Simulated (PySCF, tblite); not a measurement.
**C5H13NOSi: geometry, infrared bands and NMR shifts**

Aim: predict the infrared bands and NMR shifts of C5H13NOSi (`CCCN[SiH2]C(C)=O`).

The runs use tblite 0.8.0 and PySCF 2.14.0, with density-fitted response routines of our own; the level of theory stands in each step. All values are computed, except where a source is named. Atoms count from 0, in the outputs and in this text.

### Step 1. The molecule as given

21 atoms, charge 0, multiplicity 1; geometry from: force field or distance geometry start.

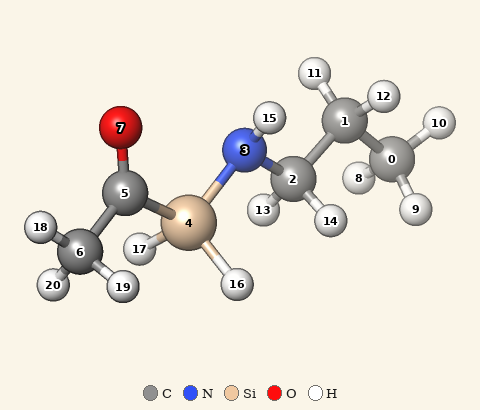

As it starts; carbon grey, nitrogen blue, silicon light orange, oxygen red, hydrogen white, atoms numbered; sticks join atoms by distance.

### Step 2. Relaxing the molecule with GFN2-xTB

Job settings and geometry (Å):

```
{"job": {"kind": "relax", "xc": "GFN2-xTB", "basis": "xTB"}, "charge": 0, "multiplicity": 1}
C     -3.681300     0.217700    -0.157500
C     -2.547000    -0.706200     0.163500
C     -1.258300     0.071500    -0.076800
N     -0.082800    -0.683900     0.185600
Si     1.323500     0.323400    -0.128700
C      2.925800    -0.527300     0.248900
C      4.204900     0.274700     0.168600
O      2.936100    -1.706700     0.566600
H     -3.721900     0.449500    -1.240200
H     -3.488400     1.172000     0.395800
H     -4.658000    -0.206100     0.201900
H     -2.621300    -1.634200    -0.445700
H     -2.665400    -1.002700     1.249000
H     -1.258000     0.530100    -1.101600
H     -1.289900     0.934600     0.636000
H     -0.066500    -1.181100     1.104300
H      1.172100     1.586300     0.612600
H      1.369300     0.632900    -1.591400
H      5.097500    -0.349200     0.319200
H      4.108200     1.039200     0.999700
H      4.192500     0.782400    -0.800700
```

On the command line:

```sh
> OMP_NUM_THREADS=1 python probes_run.py task.json out
```

One launch serves the whole session: the jobs run in the order shown.

The log of the run:

```text
step      E/eV     max force
  0    -708.27355    2.114
  1    -708.49010    1.659
  2    -708.54793    1.440
  3    -708.59639    0.461
  4    -708.62965    0.440
  5    -708.64421    0.365
  6    -708.66196    0.322
  7    -708.67352    0.291
  8    -708.68512    0.216
  9    -708.69448    0.228
 10    -708.70427    0.254
 11    -708.71328    0.251
 12    -708.72112    0.193
 13    -708.72724    0.171
 14    -708.73242    0.156
 15    -708.73755    0.163
 16    -708.74264    0.172
 17    -708.74717    0.149
 18    -708.75110    0.182
 19    -708.75472    0.162
 20    -708.75837    0.126
 21    -708.76220    0.133
 22    -708.76605    0.169
 23    -708.77006    0.177
 24    -708.77455    0.188
 25    -708.77941    0.170
 26    -708.78405    0.145
 27    -708.78796    0.165
 28    -708.79128    0.167
 29    -708.79477    0.128
 30    -708.79845    0.129
 31    -708.80192    0.124
 32    -708.80497    0.127
 33    -708.80779    0.146
 34    -708.81036    0.142
 35    -708.81270    0.135
 36    -708.81483    0.115
 37    -708.81688    0.126
 38    -708.81892    0.157
 39    -708.82119    0.151
 40    -708.82390    0.119
 41    -708.82724    0.166
 42    -708.83074    0.183
 43    -708.83463    0.187
 44    -708.83872    0.156
 45    -708.84399    0.144
 46    -708.84933    0.182
 47    -708.85449    0.163
 48    -708.85852    0.164
 49    -708.86167    0.145
 50    -708.86363    0.120
 51    -708.86519    0.101
 52    -708.86670    0.085
 53    -708.86844    0.086
 54    -708.87047    0.099
 55    -708.87244    0.086
 56    -708.87397    0.088
 57    -708.87511    0.072
 58    -708.87609    0.069
 59    -708.87682    0.053
 60    -708.87729    0.055
 61    -708.87762    0.048
 62    -708.87795    0.039
 63    -708.87830    0.058
 64    -708.87864    0.042
 65    -708.87893    0.046
 66    -708.87923    0.045
 67    -708.87955    0.046
 68    -708.87988    0.054
 69    -708.88023    0.043
 70    -708.88059    0.047
 71    -708.88096    0.047
 72    -708.88133    0.059
 73    -708.88171    0.054
 74    -708.88215    0.046
 75    -708.88262    0.062
 76    -708.88308    0.057
 77    -708.88348    0.049
 78    -708.88382    0.039
 79    -708.88415    0.052
 80    -708.88453    0.064
 81    -708.88494    0.069
 82    -708.88541    0.066
 83    -708.88599    0.066
 84    -708.88675    0.061
 85    -708.88758    0.079
 86    -708.88830    0.115
 87    -708.88890    0.046
 88    -708.88957    0.049
 89    -708.89003    0.066
 90    -708.89050    0.060
 91    -708.89084    0.038
 92    -708.89107    0.038
 93    -708.89130    0.038
 94    -708.89157    0.051
 95    -708.89182    0.039
 96    -708.89206    0.042
 97    -708.89231    0.051
 98    -708.89272    0.057
 99    -708.89334    0.069
100    -708.89409    0.059
101    -708.89498    0.074
102    -708.89613    0.089
103    -708.89742    0.115
104    -708.89868    0.124
105    -708.89964    0.106
106    -708.90093    0.065
107    -708.90209    0.071
108    -708.90342    0.088
109    -708.90445    0.117
110    -708.90506    0.063
111    -708.90517    0.103
112    -708.90593    0.070
113    -708.90638    0.051
114    -708.90703    0.053
115    -708.90737    0.062
116    -708.90768    0.041
117    -708.90801    0.039
118    -708.90842    0.041
119    -708.90883    0.040
120    -708.90914    0.042
121    -708.90940    0.057
122    -708.90968    0.052
123    -708.91000    0.048
124    -708.91031    0.034
125    -708.91053    0.040
126    -708.91073    0.037
127    -708.91101    0.044
128    -708.91138    0.038
129    -708.91174    0.045
130    -708.91208    0.048
131    -708.91239    0.060
132    -708.91282    0.046
133    -708.91335    0.035
134    -708.91372    0.053
135    -708.91420    0.068
136    -708.91459    0.055
137    -708.91432    0.146
138    -708.91533    0.039
139    -708.91573    0.037
140    -708.91668    0.093
141    -708.91708    0.045
142    -708.91744    0.031
143    -708.91798    0.033
144    -708.91829    0.061
145    -708.91855    0.046
146    -708.91891    0.073
147    -708.91952    0.054
148    -708.92037    0.074
149    -708.92112    0.076
150    -708.92139    0.150
151    -708.92272    0.049
152    -708.92329    0.046
153    -708.92441    0.075
154    -708.92505    0.061
155    -708.92610    0.060
156    -708.92670    0.063
157    -708.92721    0.057
158    -708.92761    0.054
159    -708.92771    0.083
160    -708.92798    0.051
161    -708.92822    0.029
162    -708.92844    0.022
163    -708.92879    0.033
164    -708.92893    0.026
165    -708.92899    0.021
166    -708.92906    0.026
167    -708.92915    0.024
168    -708.92922    0.020
169    -708.92930    0.019
170    -708.92939    0.024
171    -708.92950    0.028
172    -708.92962    0.026
173    -708.92974    0.027
174    -708.92987    0.033
175    -708.93001    0.045
176    -708.93015    0.047
177    -708.93032    0.048
178    -708.93052    0.040
179    -708.93073    0.036
180    -708.93097    0.026
181    -708.93122    0.030
182    -708.93146    0.035
183    -708.93167    0.048
184    -708.93184    0.042
185    -708.93197    0.031
186    -708.93209    0.027
187    -708.93228    0.041
188    -708.93262    0.072
189    -708.93315    0.099
190    -708.93375    0.090
191    -708.93385    0.137
192    -708.93470    0.043
193    -708.93496    0.037
194    -708.93543    0.051
195    -708.93563    0.055
196    -708.93587    0.041
197    -708.93602    0.053
198    -708.93616    0.037
199    -708.93627    0.020
200    -708.93634    0.025
201    -708.93641    0.035
202    -708.93647    0.021
203    -708.93653    0.018
204    -708.93656    0.012
205    -708.93659    0.014
206    -708.93663    0.013
207    -708.93665    0.011
208    -708.93668    0.019
209    -708.93671    0.018
210    -708.93676    0.023
211    -708.93681    0.019
212    -708.93687    0.019
213    -708.93694    0.023
214    -708.93702    0.028
215    -708.93710    0.023
216    -708.93714    0.013
217    -708.93717    0.014
218    -708.93721    0.016
219    -708.93725    0.014
220    -708.93729    0.017
221    -708.93734    0.018
222    -708.93739    0.017
223    -708.93745    0.018
224    -708.93750    0.014
225    -708.93754    0.015
226    -708.93758    0.013
227    -708.93761    0.010
```

Run time: 3.1 s. Hardware: 1 thread of Arm Neoverse N1, shared host; peak memory 0.18 GiB.

Relaxation path: (not every step is listed)

```
step  energy from step 0 (eV)  largest force (eV/Å)
   0                   0.0000                2.1139
   1                  -0.2165                1.6590
   2                  -0.2744                1.4404
   3                  -0.3228                0.4606
   4                  -0.3561                0.4397
   5                  -0.3707                0.3653
   6                  -0.3884                0.3218
   7                  -0.4000                0.2908
   8                  -0.4116                0.2156
  29                  -0.5212                0.1279
  50                  -0.5901                0.1201
  71                  -0.6074                0.0471
  92                  -0.6175                0.0375
 113                  -0.6328                0.0514
 134                  -0.6402                0.0527
 155                  -0.6526                0.0601
 176                  -0.6566                0.0468
 197                  -0.6625                0.0532
 218                  -0.6637                0.0161
 222                  -0.6638                0.0171
 223                  -0.6639                0.0184
 224                  -0.6639                0.0140
 225                  -0.6640                0.0147
 226                  -0.6640                0.0125
 227                  -0.6641                0.0102
```

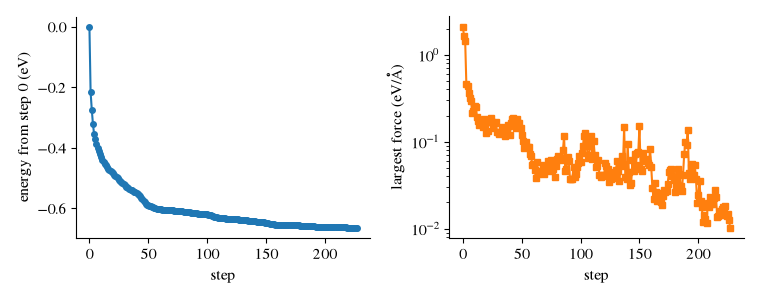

Energy and largest force along the relaxation.

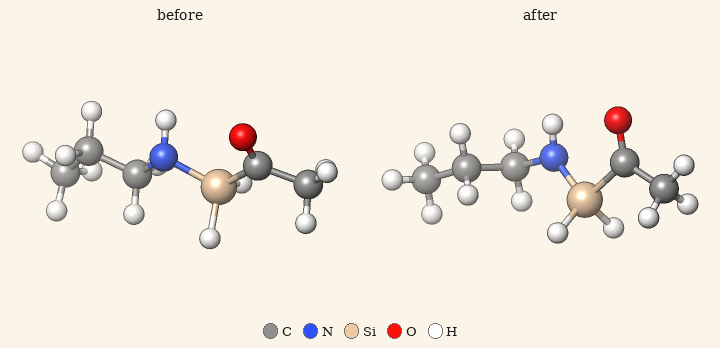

Before and after, at one scale.

Distances of close pairs at the start and the end, largest changes first:

```
  bond  before (Å)  after (Å)  change (Å)
Si4–C5       1.853      1.917      +0.064
N3–Si4       1.758      1.704      -0.054
C6–H19       1.133      1.088      -0.046
C1–H12       1.131      1.092      -0.039
C0–H10       1.124      1.087      -0.036
N3–H15       1.045      1.011      -0.034
 C0–H9       1.120      1.088      -0.032
C2–H13       1.123      1.092      -0.031
```

The end geometry stands in the next job.

### Step 3. Infrared spectrum with GFN2-xTB

Job settings and geometry (Å):

```
{"job": {"kind": "ir", "xc": "GFN2-xTB", "basis": "xTB"}, "charge": 0, "multiplicity": 1}
C     -3.641162    -0.149274    -0.373861
C     -2.198297    -0.549232    -0.095811
C     -1.414158     0.582051     0.573906
N     -0.034415     0.243634     0.817460
Si     1.240607     0.478066    -0.288558
C      2.717454    -0.390569     0.571694
C      4.081069    -0.135291    -0.007141
O      2.549681    -1.117914     1.525721
H     -3.675754     0.711231    -1.038557
H     -4.149552     0.112053     0.551650
H     -4.181270    -0.968218    -0.842567
H     -1.697779    -0.814370    -1.029565
H     -2.177527    -1.427546     0.553345
H     -1.429916     1.464983    -0.068579
H     -1.895153     0.842997     1.523703
H      0.071291    -0.496054     1.498516
H      1.501163     1.913709    -0.441315
H      1.107949    -0.108369    -1.635270
H      4.851702    -0.695679     0.518391
H      4.291318     0.930051     0.055373
H      4.073830    -0.409318    -1.059603
```

The log of the run:

```text
mode    cm-1     km/mol
  1      38.0      2.22
  2      40.8      1.97
  3      62.9      0.57
  4      76.8      0.18
  5     109.7      2.08
  6     115.6      1.24
  7     224.7      0.50
  8     247.3      2.30
  9     270.5      3.19
 10     286.8      3.96
 11     358.7      8.90
 12     419.2     34.14
 13     462.0     36.33
 14     478.6     85.66
 15     548.2     61.75
 16     586.7      6.70
 17     628.2     26.53
 18     737.8    244.51
 19     786.7     21.14
 20     818.0    141.65
 21     854.1    103.55
 22     915.1     11.66
 23     934.8     15.82
 24     949.9      0.49
 25     970.6      3.24
 26    1090.9      0.21
 27    1100.0     18.48
 28    1117.5      7.42
 29    1144.5     66.70
 30    1171.3    102.28
 31    1229.3     12.09
 32    1273.4      6.67
 33    1295.7      3.35
 34    1353.5     10.62
 35    1360.2     26.69
 36    1376.6     97.01
 37    1414.3      2.46
 38    1456.3     10.37
 39    1458.9     13.89
 40    1485.3      0.30
 41    1495.3      0.08
 42    1502.1      2.83
 43    1505.0      2.42
 44    1734.6    204.92
 45    2147.5    365.41
 46    2229.1    224.27
 47    2916.7     50.19
 48    2967.7     13.02
 49    2977.5     60.73
 50    2985.6     45.29
 51    3023.8     15.40
 52    3026.7     11.12
 53    3032.4     48.86
 54    3034.2     24.73
 55    3035.1     46.25
 56    3041.2     30.74
 57    3417.6      6.20
```

Run time: 1.4 s. Hardware: 1 thread of Arm Neoverse N1, shared host; peak memory 0.18 GiB.

The strongest bands and the atoms that carry them (share of the mass-weighted mode):

```
cm⁻¹  km/mol                                 atoms
 738   244.5          H17 38 %, H16 34 %, Si4 13 %
 818   141.7                    H16 46 %, H17 43 %
 854   103.5            Si4 27 %, N3 19 %, C2 16 %
1171   102.3            N3 37 %, C2 34 %, H15 15 %
1377    97.0  H15 33 %, H13 28 %, N3 19 %, C2 13 %
1735   204.9                      C5 60 %, O7 39 %
2148   365.4                              H17 90 %
2229   224.3                              H16 91 %
```

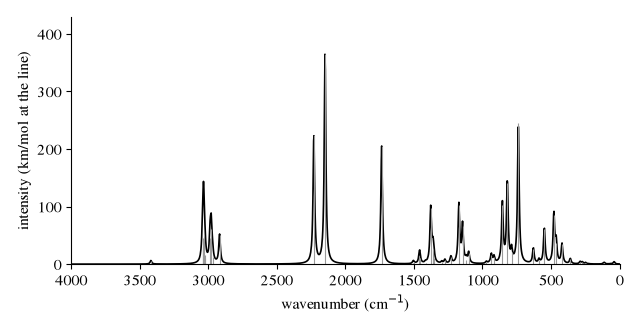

The infrared spectrum from these modes, unscaled. Lines are broadened to a width of 14 cm⁻¹ (Lorentzian).

### Step 4. Nuclear shieldings: PBE0/pcSseg-1

Settings changed since step 3:

```diff
@@ -1,2 +1,2 @@
-{"job": {"kind": "ir", "xc": "GFN2-xTB", "basis": "xTB"}, "charge": 0, "multiplicity": 1}
+{"job": {"kind": "nmr", "xc": "PBE0", "basis": "pcSseg-1"}, "charge": 0, "multiplicity": 1}
 C     -3.641162    -0.149274    -0.373861
```

With the program's defaults for keys left out, this is: GIAO PBE0/pcSseg-1 NMR shielding, non-relativistic, gas phase.

The log of the run:

```text
coarse grid: 17264 points
cycle   1  E = -617.0689915997  dE =  8.031e-01  |g| = 8.406e-01  |ddm| = 3.949e+00
cycle   2  E = -616.6194063416  dE =  4.496e-01  |g| = 1.711e+00  |ddm| = 2.293e+00
cycle   3  E = -617.2085826542  dE = -5.892e-01  |g| = 2.192e-01  |ddm| = 1.792e+00
cycle   4  E = -617.2184477771  dE = -9.865e-03  |g| = 7.521e-02  |ddm| = 2.216e-01
cycle   5  E = -617.2195392321  dE = -1.091e-03  |g| = 2.086e-02  |ddm| = 7.368e-02
cycle   6  E = -617.2196289216  dE = -8.969e-05  |g| = 6.900e-03  |ddm| = 2.412e-02
cycle   7  E = -617.2196387700  dE = -9.848e-06  |g| = 1.389e-03  |ddm| = 6.731e-03
final grid: 160008 points
cycle   8  E = -617.2754891271  dE = -2.261e-05  |g| = 1.383e-02  |ddm| = 2.567e-02
cycle   9  E = -617.2754037398  dE =  8.539e-05  |g| = 2.532e-02  |ddm| = 2.686e-02
cycle  10  E = -617.2755266134  dE = -1.229e-04  |g| = 3.375e-03  |ddm| = 1.800e-02
cycle  11  E = -617.2755290558  dE = -2.442e-06  |g| = 2.173e-04  |ddm| = 2.689e-03
cycle  12  E = -617.2755290616  dE = -5.764e-09  |g| = 1.492e-04  |ddm| = 3.639e-04
cycle  13  E = -617.2755290663  dE = -4.699e-09  |g| = 2.661e-05  |ddm| = 1.463e-04
cycle  14  E = -617.2755290664  dE = -1.442e-10  |g| = 8.724e-06  |ddm| = 3.999e-05
converged SCF energy = -617.2755290664

GIAO shielding tensors (ppm)
atom      isotropic    diamagn.    paramagn.     s11        s22        s33       span
  0 C      173.698     244.682     -70.984    164.916    168.006    188.173     23.257
  1 C      154.140     249.747     -95.607    135.178    156.041    171.200     36.022
  2 C      137.646     245.061    -107.414    108.670    140.325    163.943     55.274
  3 N      244.805     328.166     -83.360    214.735    228.143    291.539     76.804
  4 Si     414.827     885.149    -470.322    360.299    390.684    493.498    133.199
  5 C      -56.326     257.377    -313.703   -165.081   -109.124    105.226    270.308
  6 C      147.216     252.427    -105.211    112.723    136.403    192.521     79.798
  7 O     -492.372     402.256    -894.628  -1336.810   -498.550    358.245   1695.055
  8 H       30.959      28.621       2.338     26.467     29.339     37.071     10.604
  9 H       30.874      27.651       3.222     26.614     28.951     37.055     10.440
 10 H       30.525      26.716       3.809     26.022     27.766     37.786     11.763
 11 H       30.182      33.823      -3.640     25.850     30.784     33.912      8.062
 12 H       30.405      32.944      -2.539     25.902     30.707     34.607      8.705
 13 H       29.164      33.085      -3.921     24.097     30.377     33.019      8.922
 14 H       28.685      31.624      -2.939     22.952     29.301     33.802     10.850
 15 H       31.035      37.419      -6.384     21.194     30.176     41.735     20.541
 16 H       26.718      32.428      -5.709     22.736     25.827     31.592      8.855
 17 H       26.623      32.877      -6.254     22.300     26.375     31.194      8.894
 18 H       29.424      26.558       2.866     26.735     27.332     34.206      7.471
 19 H       29.245      28.349       0.896     26.498     29.342     31.896      5.399
 20 H       29.197      29.251      -0.055     26.561     29.524     31.504      4.943
```

Wall time 86 s (1 thread of Arm Neoverse N1, shared host); peak memory 0.93 GiB.

Shifts follow as δ = σ(reference) − σ, with reference shieldings (ppm) from runs at the same level and on the same kind of geometry: ¹H TMS 31.72, ¹³C TMS 186.9, ²⁹Si TMS 349.2, ¹⁵N NH3 267.7, ¹⁷O H2O 336.1. The references are single molecules in the gas phase, so shifts against H2O, NH3, PH3, H3PO4 or CFCl3 are not on the usual liquid scales and can be off by tens of ppm. Atoms listed in one row are averaged.

```
        atoms                                  environment  σ (ppm)  δ (ppm)  δ scaled to CDCl3
           C5                              carbonyl carbon    -56.3    243.3              235.5
           C2                          sp3 CH2 bonded to N    137.6     49.3               46.2
           C6                methyl carbon α to a carbonyl    147.2     39.7               36.8
           C1                                      sp3 CH2    154.1     32.8               30.1
           C0                                methyl carbon    173.7     13.2               11.0
     H16, H17         hydrogen on a silicon bonded to C, N    26.67     5.05                  –
     H13, H14           hydrogen on an sp3 CH2 bonded to N    28.92     2.79               2.74
H18, H19, H20  hydrogen on a methyl carbon α to a carbonyl    29.29     2.43               2.39
     H11, H12                       hydrogen on an sp3 CH2    30.29     1.42               1.45
  H8, H9, H10                  hydrogen on a methyl carbon    30.79     0.93               0.98
          H15       hydrogen on a nitrogen bonded to C, Si    31.04     0.68                  –
           N3                  nitrogen bonded to C, Si, H    244.8     22.9                  –
          Si4                  silicon bonded to C, N, 2 H    414.8    -65.7                  –
           O7                              carbonyl oxygen   -492.4    828.5                  –
```

The scaled column applies a straight-line fit of computed shieldings to shifts measured in CDCl3 (root-mean-square error 0.16 ppm for H, 1.9 ppm for C).

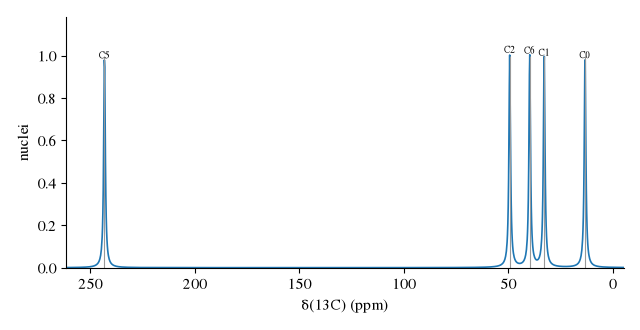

¹³C lines at the computed shifts, without couplings. Lines are broadened to a width of 0.92 ppm (Lorentzian).

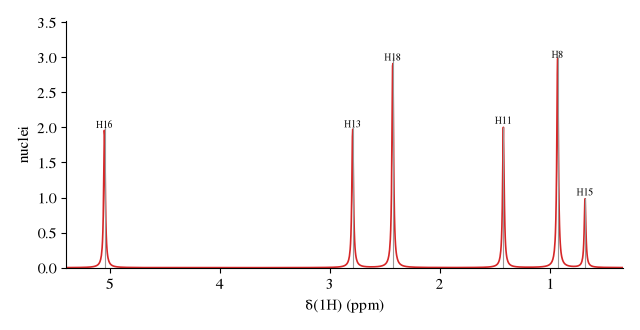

¹H lines at the computed shifts, without couplings. Lines are broadened to a width of 0.02 ppm (Lorentzian).

Charges from the same density, by scheme (e):

```
atoms  Mulliken    IAO  Hirshfeld  ESP fit
   C0     -0.28  -0.42      -0.12    -0.41
   C1     -0.29  -0.26      -0.07     0.21
   C2      0.01  -0.14      -0.02     0.23
   N3     -0.67  -0.67      -0.24    -0.77
  Si4      0.71   0.82       0.35     0.30
   C5     -0.05   0.15       0.09     0.53
   C6     -0.26  -0.48      -0.13    -0.46
   O7     -0.35  -0.39      -0.22    -0.47
```

IAO charges:

C0 -0.42; C1 -0.26; C2 -0.14; N3 -0.67; Si4 0.82; C5 0.15; C6 -0.48; O7 -0.39; H8 0.14; H9 0.14; H10 0.14; H11 0.13; H12 0.13; H13 0.13; H14 0.13; H15 0.26; H16 -0.15; H17 -0.16; H18 0.16; H19 0.16; H20 0.16

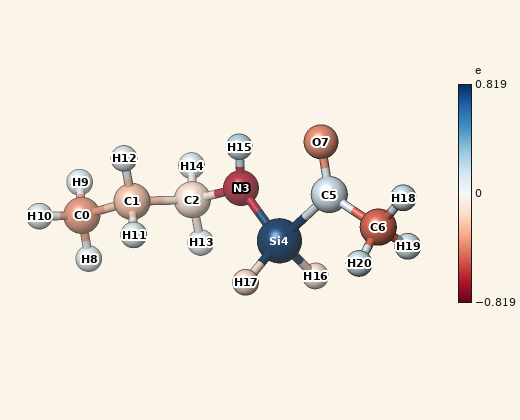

IAO charges, as colours on the atoms.

Mayer bond orders: C0–C1 1.06, C1–C2 1.02, C2–N3 0.96, N3–Si4 1.07, Si4–C5 0.82, C5–C6 0.99, C5–O7 1.95.

Orbitals, density, ELF and potential are computed afterwards from the orbital file.

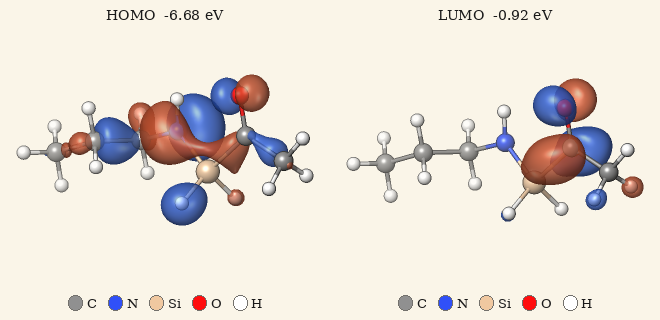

PBE0/pcSseg-1 orbitals near the gap, drawn at the value that encloses 70 % of each; the two colours are the two signs.

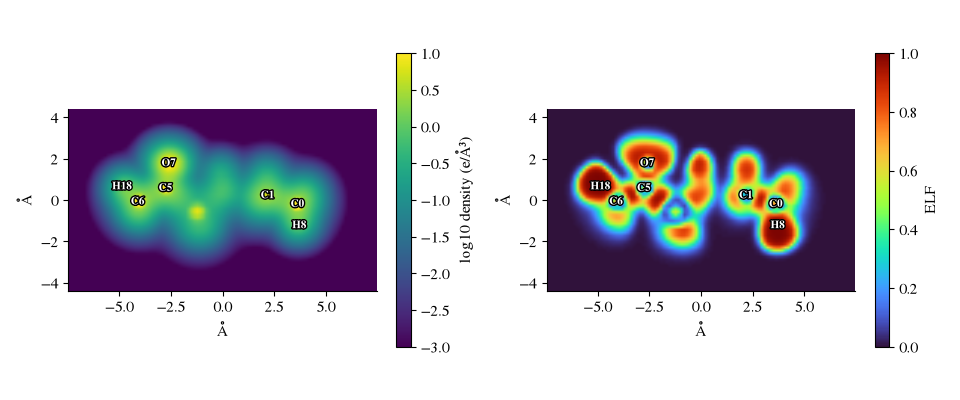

Density (left) and ELF (right) in a plane through or near 7 of the atoms.

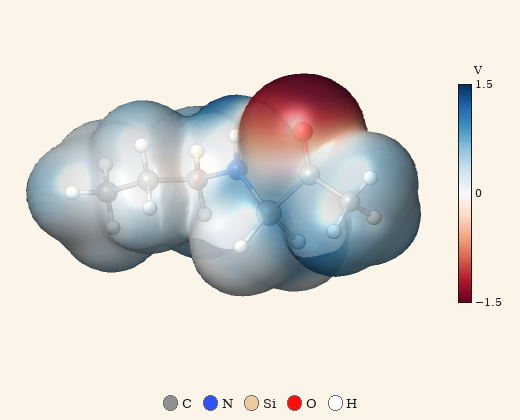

Electrostatic potential on the surface of density 0.002 e/bohr³; red is low, blue high. It runs from -1.50 V near O7 to 1.11 V near H13.

### Step 5. Results

| quantity | value |
| --- | --- |
| strongest single infrared mode (GFN2-xTB) | 2148 cm⁻¹, 365 km/mol |
| zero-point energy (GFN2-xTB) | 107.7 kcal/mol |
| ¹³C shifts against TMS (PBE0/pcSseg-1) | 243.3, 49.3, 39.7, 32.8, 13.2 ppm |
| ¹H shifts against TMS (PBE0/pcSseg-1, means over atoms taken as alike) | 5.05, 2.79, 2.43, 1.42, 0.93, 0.68 ppm |
| ¹⁵N shifts against NH3 (PBE0/pcSseg-1) | 22.9 ppm |
| ²⁹Si shifts against TMS (PBE0/pcSseg-1) | -65.7 ppm |
| ¹⁷O shifts against H2O (PBE0/pcSseg-1) | 828.5 ppm |
| surface potential, least and greatest | -1.50 V and 1.11 V |

What this shows: Relaxing lowered the energy by 0.664 eV in 227 steps; the close pair that moved most is Si4–C5, from 1.853 to 1.917 Å. All 57 modes are real, so the xTB geometry is a minimum. The strongest single mode, at 2148 cm⁻¹, moves mainly H17. GFN2-xTB is a fitted tight-binding method: band positions and strengths are rough. Its intensities can rank the bands wrongly. At PBE0/pcSseg-1: Shielding is most anisotropic at O7 (span 1695 ppm, paramagnetic term -895 ppm). At PBE0/pcSseg-1, counted by nearest atom on the grid, the HOMO lies on N3 48 %; O7 10 %, the LUMO on C5 46 %; O7 31 %.
